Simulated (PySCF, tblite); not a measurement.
# C5H10BNO3: geometry, infrared bands and NMR shifts

Aim: predict the infrared bands and NMR shifts of C5H10BNO3 (`C=CC(=O)NCB(O)OC`).

The runs use tblite 0.8.0 and PySCF 2.14.0, with density-fitted response routines of our own; the level of theory stands in each step. All values are computed, except where a source is named. Atoms count from 0, in the outputs and in this text.

## 1. The starting structure

20 atoms, charge 0, multiplicity 1; geometry from: force field or distance geometry start.

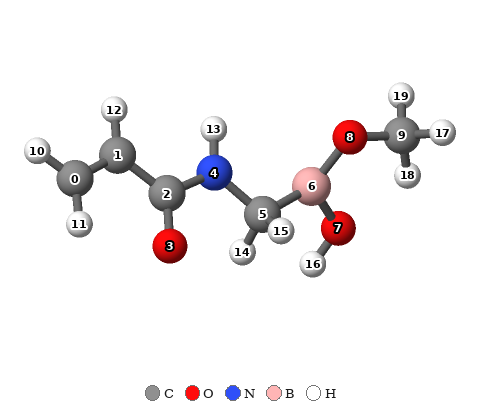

As it starts; carbon grey, oxygen red, nitrogen blue, boron pink, hydrogen white, atoms numbered.

## 2. Optimising the geometry with GFN2-xTB

What the job is given:

```
{"job": {"kind": "relax", "xc": "GFN2-xTB", "basis": "xTB"}, "charge": 0, "multiplicity": 1}
C      4.380500     0.592800    -0.593200
C      3.186500     0.711000     0.025900
C      2.055800     0.043000    -0.584400
O      2.201900    -0.584500    -1.681400
N      0.739400     0.101800     0.008900
C     -0.335700    -0.583900    -0.696000
B     -1.718000    -0.444700     0.049600
O     -2.585200    -1.635000    -0.028100
O     -2.423200     0.825100     0.191100
C     -3.790000     0.623500     0.426200
H      5.246300     1.078400    -0.150100
H      4.454200     0.030500    -1.526000
H      3.082400     1.259100     0.970900
H      0.580700     0.626000     0.901800
H     -0.076600    -1.662900    -0.694300
H     -0.375700    -0.227500    -1.734000
H     -2.061200    -2.442600    -0.276900
H     -4.421100     1.228800    -0.262200
H     -4.094400    -0.427700     0.280400
H     -4.051800     0.899600     1.484700
```

Started as:

```bash
OMP_NUM_THREADS=1 python probes_run.py task.json out
```

This one command runs all jobs of the session in turn.

**Question.** This job is followed by: GFN2-xTB harmonic vibrations, gas phase; GIAO PBE0/pcSseg-1 NMR shielding, non-relativistic, gas phase. Predict these results of the whole session: strongest single infrared mode (GFN2-xTB); zero-point energy (GFN2-xTB); ¹³C shifts against TMS (PBE0/pcSseg-1); ¹H shifts against TMS (PBE0/pcSseg-1, means over atoms taken as alike); ¹⁷O shifts against H2O (PBE0/pcSseg-1); ¹⁵N shifts against NH3 (PBE0/pcSseg-1); ¹¹B shifts against BF3·OEt2 (PBE0/pcSseg-1); surface potential, least and greatest.

As calculated:

```
                                                              quantity                                         value
                             strongest single infrared mode (GFN2-xTB)                         1710 cm⁻¹, 366 km/mol
                                          zero-point energy (GFN2-xTB)                                 96.3 kcal/mol
                                ¹³C shifts against TMS (PBE0/pcSseg-1)           166.3, 137.8, 134.9, 53.2, 29.4 ppm
¹H shifts against TMS (PBE0/pcSseg-1, means over atoms taken as alike)  6.80, 5.96, 5.89, 5.20, 4.18, 4.15, 3.04 ppm
                                ¹⁷O shifts against H2O (PBE0/pcSseg-1)                        372.7, 119.8, 97.4 ppm
                                ¹⁵N shifts against NH3 (PBE0/pcSseg-1)                                     126.8 ppm
                           ¹¹B shifts against BF3·OEt2 (PBE0/pcSseg-1)                                      27.4 ppm
                                 surface potential, least and greatest                            -2.17 V and 2.45 V
```

**Reading.** Relaxing lowered the energy by 1.392 eV in 148 steps; the close pair that moved most is B6–O7, from 1.475 to 1.359 Å. All 54 modes are real, so the xTB geometry is a minimum. The strongest single mode, at 1710 cm⁻¹, moves mainly C2 and O3. GFN2-xTB is a fitted tight-binding method: band positions and strengths are rough. Its intensities can rank the bands wrongly. At PBE0/pcSseg-1: Shielding is most anisotropic at O3 (span 718 ppm, paramagnetic term -438 ppm). At PBE0/pcSseg-1, counted by nearest atom on the grid, the HOMO lies on N4 42 %; O3 32 %, the LUMO on C0 28 %; C1 20 %.
